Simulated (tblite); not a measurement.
# C$_{2}$H$_{13}$NOSi$_{3}$: geometry relaxation (part 3 of 3)

The same run, continued: C$_{2}$H$_{13}$NOSi$_{3}$; GFN2-xTB geometry optimisation, gas phase (tblite 0.8.0). 

Geometry of the input (Å):
```
C  -2.1525  1.5730  -0.2155
Si -1.3265  0.6976  1.1879
Si 0.1714  -0.7245  0.3417
C  -0.8177  -1.8617  -0.7852
O  0.9692  -1.5967  1.5884
Si 1.7522  0.2930  -0.8544
N  2.9282  0.9014  0.2691
H  -2.0172  0.9761  -1.1222
H  -1.7221  2.5665  -0.3884
H  -3.2453  1.6493  -0.0036
H  -0.7664  1.5960  2.1932
H  -2.3742  -0.1483  1.8256
H  -1.7380  -2.1252  -0.1764
H  -0.2230  -2.7564  -1.0533
H  -1.1290  -1.2451  -1.6525
H  1.3416  -2.4231  1.1940
H  2.3793  -0.7679  -1.6701
H  1.2338  1.3208  -1.7425
H  3.3256  1.8297  0.1483
H  3.4056  0.2565  0.9128
```

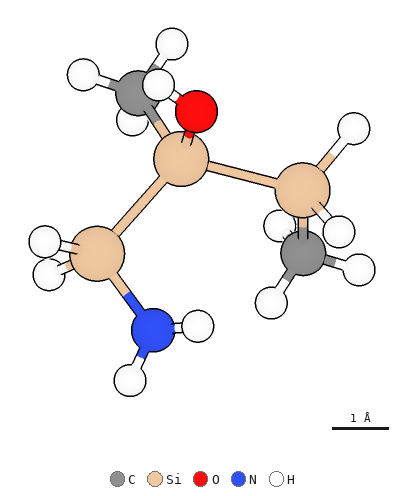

Figure 1. The geometry at step 188 of the log (ball-and-stick view, seen at a tilt).

**Trajectory as extended XYZ, continued**
```
20
Properties=species:S:1:pos:R:3:forces:R:3 step=148 energy=-629.06672
C    -1.9958    1.7770    0.0217    0.0020   0.0080   0.0150
Si   -1.3217    0.5500    1.3102   -0.0040  -0.0220  -0.0220
Si    0.1516   -0.8902    0.2311    0.0100  -0.0010   0.0020
C    -0.7604   -2.0622   -0.9826   -0.0040   0.0110   0.0120
O     0.6674   -1.8168    1.4974   -0.0070   0.0110  -0.0220
Si    1.9534    0.0548   -0.8964   -0.0480  -0.0440   0.0370
N     2.3718    1.4149    0.0799    0.0090   0.0540   0.0070
H    -2.6475    1.2871   -0.6958    0.0120  -0.0110  -0.0050
H    -1.1864    2.2425   -0.5332    0.0020   0.0020   0.0020
H    -2.5695    2.5695    0.4904   -0.0060   0.0030   0.0110
H    -0.6621    1.3406    2.3631    0.0030   0.0220   0.0210
H    -2.4934   -0.0464    1.9839    0.0100  -0.0060  -0.0130
H    -1.5225   -2.6367   -0.4620   -0.0050  -0.0120  -0.0210
H    -0.0826   -2.7708   -1.4543   -0.0050   0.0010   0.0050
H    -1.2531   -1.5112   -1.7772    0.0060   0.0030  -0.0010
H     1.0601   -2.6764    1.3693    0.0120   0.0130   0.0060
H     3.1111   -0.8295   -1.1732    0.0200  -0.0340  -0.0080
H     1.6306    0.6572   -2.1956    0.0010   0.0060  -0.0150
H     3.0669    2.0626   -0.2537    0.0040   0.0070  -0.0010
H     2.4770    1.2946    1.0740   -0.0100  -0.0110  -0.0100
20
Properties=species:S:1:pos:R:3:forces:R:3 step=158 energy=-629.06840
C    -1.9647    1.7919    0.0401    0.0120   0.0160  -0.0170
Si   -1.2965    0.5478    1.3126    0.0040  -0.0020   0.0160
Si    0.1519   -0.9093    0.2284    0.0170  -0.0020  -0.0010
C    -0.7661   -2.0705   -0.9920    0.0080   0.0130   0.0010
O     0.6676   -1.8458    1.4867   -0.0260   0.0080  -0.0060
Si    1.9631    0.0350   -0.8784   -0.0050  -0.0100  -0.0190
N     2.3022    1.4558    0.0433    0.0070   0.0090   0.0170
H    -2.6058    1.3079   -0.6916   -0.0020   0.0180   0.0150
H    -1.1517    2.2671   -0.5016    0.0030   0.0010   0.0050
H    -2.5425    2.5776    0.5166   -0.0120  -0.0250  -0.0100
H    -0.6302    1.3297    2.3698    0.0020   0.0020   0.0080
H    -2.4665   -0.0470    1.9854   -0.0280  -0.0140   0.0090
H    -1.5351   -2.6472   -0.4831    0.0140   0.0050  -0.0100
H    -0.0862   -2.7773   -1.4644   -0.0180  -0.0010   0.0070
H    -1.2501   -1.5118   -1.7865    0.0040   0.0020  -0.0020
H     1.0170   -2.7223    1.3521    0.0250  -0.0040   0.0100
H     3.1517   -0.8321   -1.0783   -0.0010  -0.0010   0.0080
H     1.6714    0.5719   -2.2140    0.0050  -0.0050  -0.0140
H     2.9877    2.1131   -0.2928   -0.0100  -0.0210  -0.0020
H     2.3778    1.3761    1.0446    0.0000   0.0100  -0.0130
20
Properties=species:S:1:pos:R:3:forces:R:3 step=168 energy=-629.07167
C    -1.9360    1.8050    0.0634    0.0110   0.0050  -0.0120
Si   -1.2825    0.5380    1.3217    0.0020   0.0040   0.0140
Si    0.1493   -0.9262    0.2231    0.0030  -0.0130  -0.0070
C    -0.7823   -2.0666   -1.0095    0.0100   0.0130   0.0030
O     0.6434   -1.8663    1.4863   -0.0040  -0.0050  -0.0080
Si    1.9740    0.0066   -0.8690    0.0070   0.0080  -0.0020
N     2.2381    1.4763    0.0009   -0.0080  -0.0200   0.0190
H    -2.5673    1.3332   -0.6837   -0.0080   0.0060  -0.0030
H    -1.1193    2.2937   -0.4605    0.0040  -0.0080   0.0140
H    -2.5233    2.5785    0.5473   -0.0130  -0.0090  -0.0010
H    -0.6381    1.3151    2.3987    0.0060  -0.0350  -0.0130
H    -2.4550   -0.0792    1.9692   -0.0350   0.0080   0.0140
H    -1.5663   -2.6316   -0.5104    0.0140   0.0190   0.0030
H    -0.1161   -2.7866   -1.4819   -0.0040   0.0150   0.0090
H    -1.2497   -1.4934   -1.8042    0.0070  -0.0030   0.0040
H     1.0787   -2.7060    1.3617   -0.0020   0.0190  -0.0010
H     3.1884   -0.8422   -0.9651    0.0050  -0.0080  -0.0010
H     1.7501    0.4808   -2.2411   -0.0120  -0.0190   0.0010
H     2.9044    2.1413   -0.3557    0.0210   0.0130   0.0060
H     2.3045    1.4404    1.0059   -0.0050   0.0120  -0.0390
20
Properties=species:S:1:pos:R:3:forces:R:3 step=178 energy=-629.07740
C    -1.8951    1.8246    0.1121    0.0000   0.0090  -0.0020
Si   -1.2757    0.5114    1.3392   -0.0110   0.0120   0.0070
Si    0.1458   -0.9454    0.2245   -0.0020  -0.0140  -0.0040
C    -0.7780   -2.0507   -1.0411   -0.0130   0.0010  -0.0040
O     0.5939   -1.9029    1.4896    0.0060   0.0220   0.0170
Si    1.9926   -0.0392   -0.8469    0.0270   0.0160   0.0170
N     2.1440    1.5179   -0.1124   -0.0030  -0.0200  -0.0070
H    -2.4570    1.3801   -0.7049    0.0130   0.0080   0.0190
H    -1.0609    2.3700   -0.3206   -0.0240  -0.0050  -0.0030
H    -2.5436    2.5452    0.6003    0.0100   0.0000  -0.0150
H    -0.6020    1.2468    2.4280   -0.0120  -0.0180   0.0060
H    -2.4641   -0.0854    1.9769   -0.0170   0.0010   0.0080
H    -1.5909   -2.5941   -0.5661    0.0110  -0.0240   0.0010
H    -0.1141   -2.7841   -1.4955   -0.0250  -0.0010   0.0070
H    -1.2094   -1.4651   -1.8468    0.0180   0.0140  -0.0050
H     1.1024   -2.7025    1.3858    0.0040  -0.0160  -0.0200
H     3.2381   -0.8477   -0.7788   -0.0090   0.0180  -0.0110
H     1.8336    0.2786   -2.2723    0.0110  -0.0080   0.0100
H     2.8286    2.1658   -0.4658    0.0160   0.0040  -0.0170
H     2.1065    1.5872    0.8918   -0.0010   0.0030  -0.0060
20
Properties=species:S:1:pos:R:3:forces:R:3 step=188 energy=-629.07919
C    -1.8894    1.8431    0.1405   -0.0120  -0.0020  -0.0040
Si   -1.2862    0.4995    1.3433    0.0030   0.0080   0.0000
Si    0.1427   -0.9495    0.2217    0.0180   0.0030  -0.0190
C    -0.7757   -2.0519   -1.0522   -0.0040   0.0050   0.0040
O     0.5923   -1.9009    1.4910   -0.0120   0.0100   0.0040
Si    2.0101   -0.0594   -0.8359    0.0000   0.0130   0.0230
N     2.1203    1.5291   -0.1647   -0.0090  -0.0110  -0.0210
H    -2.4430    1.4166   -0.6909    0.0040  -0.0050   0.0000
H    -1.0545    2.4002   -0.2737    0.0040  -0.0070  -0.0020
H    -2.5449    2.5518    0.6358    0.0070   0.0060   0.0070
H    -0.6138    1.2041    2.4531   -0.0090  -0.0060   0.0050
H    -2.4853   -0.0957    1.9639   -0.0060  -0.0040  -0.0050
H    -1.5963   -2.5941   -0.5890   -0.0010   0.0060   0.0050
H    -0.1158   -2.7902   -1.5040    0.0070   0.0100   0.0090
H    -1.1915   -1.4576   -1.8601   -0.0010  -0.0040   0.0010
H     1.1175   -2.6891    1.3854    0.0090  -0.0320  -0.0060
H     3.2646   -0.8441   -0.6996   -0.0060   0.0040   0.0120
H     1.9007    0.1834   -2.2805   -0.0070   0.0140   0.0050
H     2.8123    2.1693   -0.5186    0.0040  -0.0090  -0.0010
H     2.0309    1.6460    0.8318    0.0120   0.0020  -0.0170
20
Properties=species:S:1:pos:R:3:forces:R:3 step=197 energy=-629.08119
C    -1.8747    1.8482    0.1574    0.0020  -0.0100  -0.0030
Si   -1.2965    0.4866    1.3519    0.0030   0.0150   0.0110
Si    0.1410   -0.9496    0.2267    0.0140   0.0010  -0.0300
C    -0.7720   -2.0483   -1.0550    0.0000  -0.0010   0.0060
O     0.5940   -1.9156    1.4837    0.0000  -0.0170   0.0020
Si    2.0147   -0.0599   -0.8210   -0.0090   0.0290   0.0220
N     2.1064    1.5539   -0.2089   -0.0100  -0.0220  -0.0240
H    -2.4689    1.4358   -0.6523   -0.0080  -0.0060  -0.0110
H    -1.0328    2.3680   -0.2890    0.0180   0.0050   0.0070
H    -2.4871    2.5851    0.6657   -0.0010   0.0160   0.0080
H    -0.6402    1.1601    2.4913   -0.0120   0.0000  -0.0170
H    -2.5173   -0.1010    1.9349   -0.0060  -0.0240   0.0070
H    -1.5888   -2.5994   -0.5952   -0.0010   0.0130   0.0050
H    -0.1046   -2.7805   -1.5061    0.0010   0.0100  -0.0020
H    -1.1911   -1.4556   -1.8625    0.0070  -0.0040   0.0110
H     1.1043   -2.7115    1.3593   -0.0070  -0.0030   0.0080
H     3.2711   -0.8285   -0.6233   -0.0100   0.0050  -0.0140
H     1.9269    0.1404   -2.2746    0.0120  -0.0100   0.0180
H     2.8193    2.1692   -0.5649    0.0060   0.0130  -0.0120
H     1.9912    1.7133    0.7787    0.0020  -0.0100   0.0090
20
Properties=species:S:1:pos:R:3:forces:R:3 step=207 energy=-629.08323
C    -1.8336    1.8526    0.1843   -0.0030   0.0010   0.0100
Si   -1.2987    0.4613    1.3666    0.0110   0.0170  -0.0120
Si    0.1469   -0.9622    0.2346    0.0090   0.0030  -0.0070
C    -0.7821   -2.0342   -1.0572    0.0030   0.0010  -0.0060
O     0.5906   -1.9623    1.4683    0.0030  -0.0040   0.0140
Si    2.0320   -0.0652   -0.7855    0.0010   0.0160   0.0050
N     2.0430    1.5929   -0.2946   -0.0020  -0.0300  -0.0030
H    -2.4187    1.4677   -0.6457    0.0080  -0.0130  -0.0040
H    -0.9744    2.3693   -0.2336   -0.0020  -0.0160   0.0070
H    -2.4447    2.5896    0.6945   -0.0040   0.0150   0.0110
H    -0.6654    1.1136    2.5301   -0.0010   0.0000  -0.0040
H    -2.5312   -0.1356    1.9144   -0.0100  -0.0070  -0.0020
H    -1.6149   -2.5641   -0.6010    0.0080  -0.0040  -0.0020
H    -0.1279   -2.7807   -1.5035   -0.0040  -0.0060  -0.0020
H    -1.1831   -1.4344   -1.8680    0.0060   0.0170   0.0020
H     1.0863   -2.7648    1.3265   -0.0140   0.0130   0.0030
H     3.2981   -0.7766   -0.4747    0.0040   0.0030  -0.0020
H     2.0210    0.0228   -2.2522   -0.0060   0.0030   0.0020
H     2.7372    2.2088   -0.6870   -0.0140  -0.0080   0.0090
H     1.9146    1.8122    0.6806    0.0060   0.0000  -0.0200
20
Properties=species:S:1:pos:R:3:forces:R:3 step=217 energy=-629.08393
C    -1.8211    1.8576    0.2040    0.0000   0.0050  -0.0040
Si   -1.3015    0.4518    1.3750    0.0120   0.0110  -0.0120
Si    0.1512   -0.9661    0.2434    0.0030   0.0050   0.0000
C    -0.7761   -2.0241   -1.0609   -0.0010   0.0050  -0.0010
O     0.5825   -1.9753    1.4740    0.0050  -0.0040   0.0080
Si    2.0419   -0.0767   -0.7703   -0.0030  -0.0020  -0.0080
N     2.0168    1.5972   -0.3425   -0.0020   0.0060   0.0060
H    -2.3854    1.4809   -0.6439   -0.0020  -0.0080  -0.0030
H    -0.9543    2.3808   -0.1888    0.0040  -0.0040  -0.0040
H    -2.4446    2.5878    0.7093   -0.0010  -0.0020   0.0120
H    -0.6806    1.0952    2.5494   -0.0020  -0.0070   0.0070
H    -2.5401   -0.1545    1.8979   -0.0090  -0.0020   0.0060
H    -1.6193   -2.5460   -0.6149   -0.0010  -0.0020  -0.0050
H    -0.1286   -2.7773   -1.5059    0.0020   0.0050  -0.0020
H    -1.1611   -1.4123   -1.8704   -0.0010   0.0010  -0.0050
H     1.0734   -2.7791    1.3248   -0.0070   0.0010   0.0130
H     3.3149   -0.7538   -0.4158    0.0030  -0.0010  -0.0030
H     2.0494   -0.0377   -2.2393    0.0020  -0.0050  -0.0010
H     2.7068    2.2082   -0.7488   -0.0040   0.0050   0.0010
H     1.8707    1.8542    0.6207    0.0030  -0.0060  -0.0060
20
Properties=species:S:1:pos:R:3:forces:R:3 step=227 energy=-629.08446
C    -1.8131    1.8575    0.2100    0.0000   0.0010  -0.0010
Si   -1.3008    0.4473    1.3783    0.0010  -0.0010  -0.0030
Si    0.1554   -0.9676    0.2476   -0.0020   0.0000   0.0030
C    -0.7704   -2.0167   -1.0651   -0.0030   0.0000   0.0010
O     0.5758   -1.9744    1.4835    0.0010  -0.0030   0.0040
Si    2.0457   -0.0800   -0.7687    0.0000  -0.0040   0.0030
N     2.0039    1.5982   -0.3587   -0.0020   0.0060  -0.0080
H    -2.3898    1.4840   -0.6311   -0.0010   0.0000   0.0010
H    -0.9437    2.3684   -0.1932    0.0000   0.0030  -0.0010
H    -2.4232    2.5957    0.7203    0.0010  -0.0020   0.0020
H    -0.6885    1.0768    2.5647    0.0010   0.0040   0.0000
H    -2.5447   -0.1602    1.8890   -0.0030  -0.0010   0.0020
H    -1.6146   -2.5430   -0.6265   -0.0010  -0.0020   0.0040
H    -0.1219   -2.7656   -1.5159    0.0010   0.0060  -0.0050
H    -1.1547   -1.3970   -1.8692    0.0060  -0.0040  -0.0050
H     1.0528   -2.7885    1.3459    0.0000   0.0010  -0.0020
H     3.3237   -0.7411   -0.4037    0.0050  -0.0050   0.0020
H     2.0595   -0.0595   -2.2381   -0.0020   0.0000  -0.0020
H     2.6840    2.2139   -0.7744   -0.0010   0.0010   0.0010
H     1.8592    1.8624    0.6024    0.0010  -0.0010   0.0060
```

**Key numbers**

| quantity | value |
| --- | --- |
| outcome | converged |
| total energy | −629.0845 eV |
| hardware | 1 CPU thread, shared host |
| wall time | 1.9 s |
| peak memory | 0.18 GiB |
